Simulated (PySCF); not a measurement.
Input

```
{"job": {"kind": "uv", "xc": "PBE0", "basis": "def2-SVPD", "nstates": 8, "ntriplets": 3}, "charge": 0, "multiplicity": 1}
C      3.561672     0.099193    -0.500297
B      2.193866    -0.678577    -0.362181
N      0.976749     0.029315    -0.242065
B     -0.332803    -0.479059    -0.122525
C     -1.532670     0.519040    -0.018424
C     -2.791938     0.133624     0.744581
C     -2.833648     0.244166    -0.730817
F     -2.961317    -0.898777    -1.463984
H      3.459347     1.182845    -0.503109
H      4.077563    -0.185934    -1.416118
H      4.236420    -0.164516     0.312834
H      2.163676    -1.848449    -0.351122
H      1.058484     1.039384    -0.253470
H     -0.499803    -1.634981    -0.099725
H     -1.295957     1.579384     0.020577
H     -2.822773    -0.860491     1.161473
H     -3.297824     0.882660     1.334457
H     -3.367803     1.047491    -1.225235
```

Run with:

```sh
OMP_NUM_THREADS=1 python probes_run.py task.json out
```

Geometry: GFN2-xTB.

Method: PBE0/def2-SVPD, SCF density, gas phase (PySCF 2.14.0).

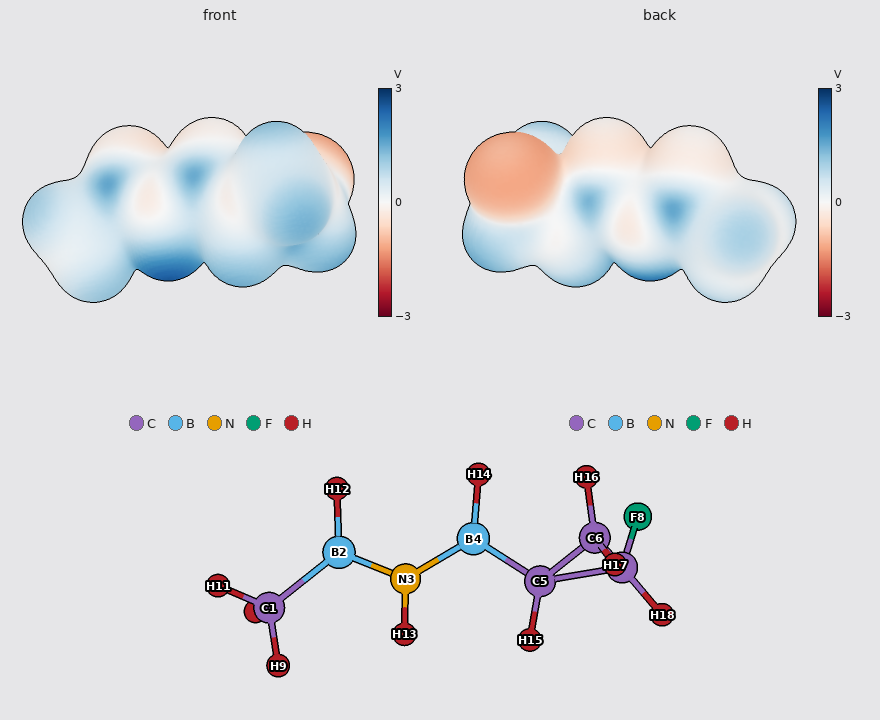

C4H10B2FN. The electrostatic potential painted on the density surface at 0.004 e/bohr³, seen from the front and from behind; red is negative and blue positive. The bare structure is drawn below in the same view.

Where is the surface potential most negative and most positive?

Answer. The most negative region (about −1.2 V, or −28 kcal/mol for a unit charge) lies over F8, the most positive (about +2.4 V, or +55 kcal/mol for a unit charge) over H13.

What dipole moment does the calculation give?

Answer. Its dipole moment is 2.91 D.
